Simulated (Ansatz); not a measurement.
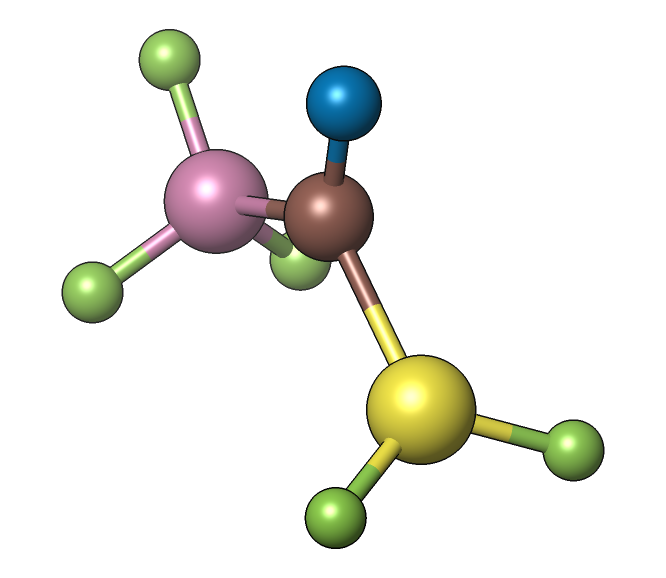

A ball-and-stick model of a molecule. Every bond is drawn as one stick, whatever its order. Colours: fluorine blue, boron brown, aluminium yellow, silicon pink, hydrogen green.

The geometry was computed by an optimisation with PBE0-D4/def2-TZVP.

> Count the atoms of each element.

AlBFH5Si, 9 atoms: 1 aluminium, 1 boron, 1 fluorine, 5 hydrogen and 1 silicon.

> Name functional groups in it.

Among them: Si–H bond.

> How many bonds of each kind are drawn?

3 Si–H, 2 Al–H, 1 B–F, 1 Al–B, 1 B–Si.

> Give a SMILES string for it.

F[B]([AlH2])[SiH3]

The parts below concern this one geometry. Atoms keep their numbers from picture to picture.

Shape

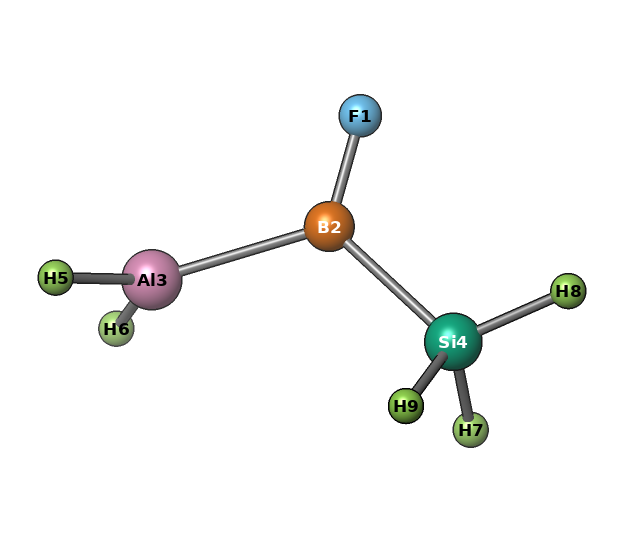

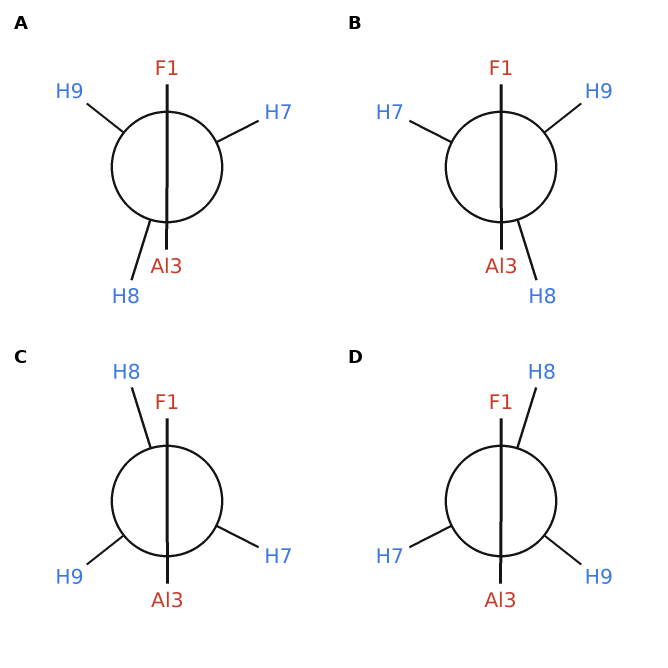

Distant atoms are faded towards the background colour. Bonds that would overlap in a projection are set slightly apart.

> Which Newman projection shows the view along B2–Si4, with B2 in front?

D. The torsion angle Al3–B2–Si4–H7 is 63°, synclinal (gauche).

Vibrations

Harmonic vibrations computed with RKS PBE0-D4/def2-TZVP (Ansatz 0.2.0) at a stationary point of the same level.

> How many vibrational modes are there, and where do they lie?

21 modes: 29, 99, 104, 223, 227, 370, 381, 468, 578, 608, 729, 793, 886, 931, 934, 1254, 1897, 1905, 2193, 2196, 2214 cm⁻¹.

Charges

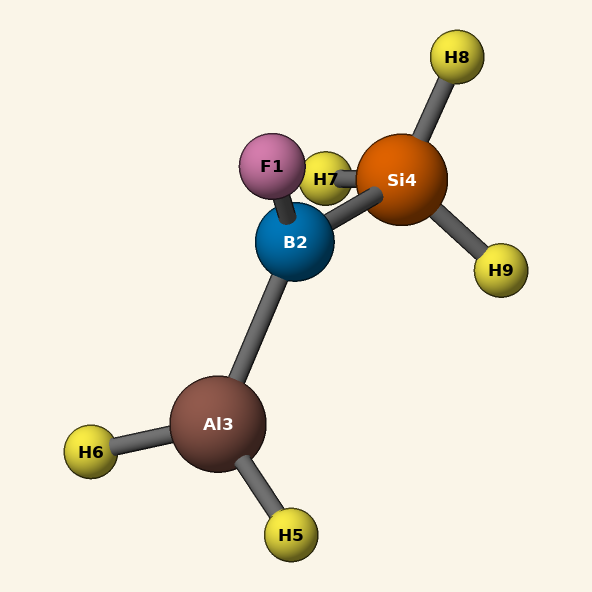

The questions are on Mulliken charges. Properties computed with RKS r2SCAN-D4/def2-TZVPP (Ansatz 0.2.0).

Give the Mulliken charges atom by atom.

```
atom  value (e)
  F1      −0.21
  B2       0.28
 Al3       0.34
 Si4       0.11
  H5      −0.16
  H6      −0.16
  H7      −0.06
  H8      −0.07
  H9      −0.07
```

Electronic properties

Method: RKS B3LYP-D4/def2-TZVPP (Ansatz 0.2.0).

Predict the main results.

- dipole moment: 0.06 D
- HOMO energy (Kohn–Sham orbital): −6.65 eV
- LUMO energy (Kohn–Sham orbital): −2.24 eV
- HOMO–LUMO gap: 4.41 eV
- dispersion correction: −25.6 kJ/mol

Mulliken values depend strongly on the basis set and can even reverse the polarity of a bond.
